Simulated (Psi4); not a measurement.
**SiNH4 (SMILES [NH][SiH3]) at UBP86/def2-QZVP (density fitting, sweep point 5)**

What is the vertical ionisation energy of SiNH4 at UBP86/def2-QZVP (density fitting, sweep point 5)? 

The results are computed with Psi4 1.11.

2 further runs of the same task are left out: 2 that didn't finish.

## 1. The structure to begin with

SiNH4 has 6 atoms, charge 0, and is taken as a doublet. As SMILES, `[NH][SiH3]`. Geometry: relaxed at PBE0-D4/def2-TZVP.

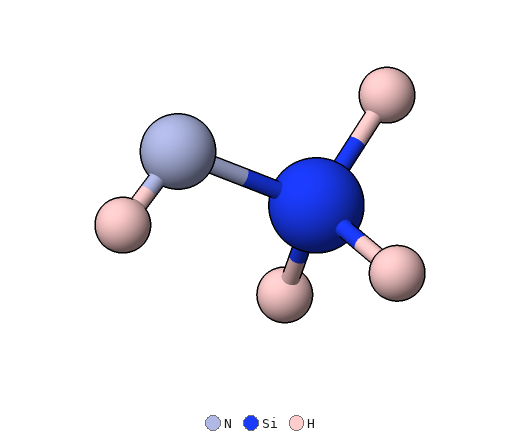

The structure, seen from a chosen angle (nitrogen light blue, silicon blue, hydrogen pink).

## 2. The energy at UBP86/def2-QZVP (density fitting, sweep point 5)

run.py

```python
import psi4

psi4.set_memory(1600000000)
psi4.set_num_threads(1)
psi4.core.set_output_file('output.dat', False)

geom = psi4.geometry("""
0 2
N      1.11890684    -1.57829926     1.71870591
Si    -0.38493721     0.65686880    -0.20786987
H      1.74383927    -3.10047365     0.70430093
H     -2.47667506    -0.53346968    -1.67335248
H      1.49193878     1.72305228    -2.01992825
H     -1.41370411     2.71137904     1.39121637
units au
symmetry c1
""")

psi4.set_options({
    'basis': 'def2-QZVP',
    'reference': 'uks',
    'puream': True,
    'scf_type': 'df',
    'dft_radial_points': 99,
    'dft_spherical_points': 590,
    'maxiter': 150,
})

e_tot = psi4.energy("bp86")
print(f'total energy {e_tot:.8f} hartree = {e_tot * 27.211386:.5f} eV')
```

On the command line:

```sh
python run.py
```

output.dat, shortened:

```text
[...]
  Running in c1 symmetry.
[...]
  Nuclear repulsion =   56.674425183042295
[...]
  Multiplicity = 2
[...]
  Nalpha       = 13
  Nbeta        = 12
[...]
    Number of basis functions: 247
[...]
   @DF-UKS iter   1:  -346.34216174856880   -1.92767e-01   3.47491e-03 ADIIS/DIIS
[...]
   @DF-UKS iter   9:  -346.66194347299398   -3.64490e-07   5.50705e-07 DIIS
[...]
   @S^2 Observed:                7.530759249E-01
[...]
    Orbital Energies [Eh]
    ---------------------
    Alpha Occupied:
       1A    -65.449921     2A    -14.028572     3A     -5.065831
       4A     -3.475898     5A     -3.475373     6A     -3.474542
       7A     -0.768716     8A     -0.494729     9A     -0.392196
      10A     -0.343285    11A     -0.322744    12A     -0.268507
      13A     -0.262643
    Alpha Virtual:
      14A     -0.027777    15A      0.017611    16A      0.021882
      17A      0.022252    18A      0.044769    19A      0.079818
      20A      0.086082    21A      0.132135    22A      0.138437
      23A      0.141947    24A      0.158500    25A      0.187890
[...]
  @DF-UKS Final Energy:  -346.66194347299398
   => Energetics <=
    Nuclear Repulsion Energy =             56.6744251830422954
    One-Electron Energy =                -590.5175179564093924
    Two-Electron Energy =                 216.4811192904460313
    DFT Exchange-Correlation Energy =     -29.2999699900729667
    Empirical Dispersion Energy =           0.0000000000000000
    VV10 Nonlocal Energy =                  0.0000000000000000
    Total Energy =                       -346.6619434729939826
[...]
 Multipole Moments:
 ------------------------------------------------------------------------------------
     Multipole            Electronic (a.u.)      Nuclear  (a.u.)        Total (a.u.)
 ------------------------------------------------------------------------------------
 L = 1.  Multiply by 2.5417464519 to convert [e a0] to [Debye]
 Dipole X            :          0.4855142           -0.5146409           -0.0291267
 Dipole Y            :         -0.6513411            0.5335579           -0.1177831
 Dipole Z            :          0.9792411           -1.5189854           -0.5397444
 Magnitude           :                                                    0.5532135
[...]
```

The script printed:

```text
total energy -346.66194347 hartree = -9433.15196 eV
```

Run time: 89 s. Hardware: 1 thread of Intel Xeon Platinum 8259CL at 2.50GHz (Skylake/Cascade Lake), shared host; peak memory 1.3 GiB.

## 3. The singlet cation, same level

job.py

```python
import psi4

psi4.set_memory(1600000000)
psi4.set_num_threads(1)
psi4.core.set_output_file('psi4.out', False)

molecule = psi4.geometry("""
1 1
N      1.11890684    -1.57829926     1.71870591
Si    -0.38493721     0.65686880    -0.20786987
H      1.74383927    -3.10047365     0.70430093
H     -2.47667506    -0.53346968    -1.67335248
H      1.49193878     1.72305228    -2.01992825
H     -1.41370411     2.71137904     1.39121637
units au
symmetry c1
""")

psi4.set_options({
    'basis': 'def2-QZVP',
    'reference': 'rks',
    'puream': True,
    'scf_type': 'df',
    'dft_radial_points': 99,
    'dft_spherical_points': 590,
})

e_tot, wfn = psi4.energy("bp86", molecule=molecule, return_wfn=True)
print(f'total energy {e_tot:.8f} hartree = {e_tot * 27.211386:.5f} eV')
```

On the command line:

```sh
python job.py
```

psi4.out, shortened:

```text
[...]
  Running in c1 symmetry.
[...]
  Nuclear repulsion =   56.674425183042295
[...]
  Multiplicity = 1
[...]
  Nalpha       = 12
  Nbeta        = 12
[...]
    Number of basis functions: 247
[...]
   @DF-RKS iter   1:  -346.14678981778849    2.60516e-03   2.26445e-03 DIIS/ADIIS
[...]
   @DF-RKS iter  15:  -346.25798472444450   -2.05537e-08   3.30030e-07 DIIS
[...]
    Orbital Energies [Eh]
    ---------------------
    Doubly Occupied:
       1A    -65.718092     2A    -14.366251     3A     -5.335368
       4A     -3.746231     5A     -3.745843     6A     -3.742147
       7A     -1.056687     8A     -0.762982     9A     -0.670549
      10A     -0.607974    11A     -0.569536    12A     -0.535084
[...]
  @DF-RKS Final Energy:  -346.25798472444450
   => Energetics <=
    Nuclear Repulsion Energy =             56.6744251830422954
    One-Electron Energy =                -583.5178863417170305
    Two-Electron Energy =                 209.5316180489865587
    DFT Exchange-Correlation Energy =     -28.9461416147563462
    Empirical Dispersion Energy =           0.0000000000000000
    VV10 Nonlocal Energy =                  0.0000000000000000
    Total Energy =                       -346.2579847244444977
[...]
 Multipole Moments:
 ------------------------------------------------------------------------------------
     Multipole            Electronic (a.u.)      Nuclear  (a.u.)        Total (a.u.)
 ------------------------------------------------------------------------------------
 L = 1.  Multiply by 2.5417464519 to convert [e a0] to [Debye]
 Dipole X            :          0.5910373           -0.5146409            0.0763964
 Dipole Y            :         -0.8044530            0.5335579           -0.2708951
 Dipole Z            :          0.6839906           -1.5189854           -0.8349949
 Magnitude           :                                                    0.8811567
[...]
```

The script printed:

```text
total energy -346.25798472 hartree = -9422.15968 eV
```

Run time: 85 s. Hardware: 1 thread of Intel Xeon Platinum 8259CL at 2.50GHz (Skylake/Cascade Lake), shared host; peak memory 1.3 GiB.

## 4. Outcome

At UBP86/def2-QZVP (density fitting, sweep point 5):

| quantity | value |
| --- | --- |
| doublet SiNH4: total energy | -346.66194 Eh |
| doublet SiNH4: dipole moment | 1.41 D |
| doublet SiNH4: HOMO energy (highest over α and β) | -6.73 eV |
| doublet SiNH4: LUMO energy (lowest over α and β) | -5.08 eV |
| doublet SiNH4: ⟨S²⟩ | 0.753 |
| singlet cation: total energy | -346.25798 Eh |
| singlet cation: HOMO energy | -14.56 eV |
| singlet cation: LUMO energy | -14.50 eV |
| singlet cation: HOMO–LUMO gap | 0.06 eV |
| vertical ionisation energy (to the singlet cation) | 10.992 eV |

**Reading.** The vertical ionisation energy comes to 10.99 eV (253 kcal/mol). Only the singlet of the ionised species was computed; a triplet could lie lower.
